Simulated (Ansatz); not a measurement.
```yaml
atoms:
  - { symbol: Zn, position_ang: [0.4672, 1.6300, 0.1735] }
  - { symbol: Zn, position_ang: [-1.4390, -0.3908, -0.8253] }
  - { symbol: Zn, position_ang: [0.9719, -1.2392, 0.6518] }
```

Geometry: PBE0/def2-TZVP.

Level of theory: RKS PBE0/def2-TZVP (Ansatz).

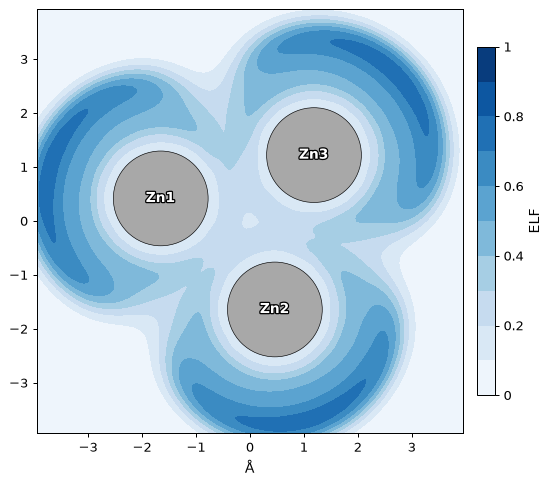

Zn···Zn···Zn. ELF on the molecular plane. Grey discs cover the atomic cores.

Q: What does the map show?

A: Atoms in the plane: Zn.
Zn2···Zn3 (2.95 Å): the ELF is about 0.30 at the midpoint.
Zn–Zn (2.95 Å): the ELF is about 0.30 at the midpoint.
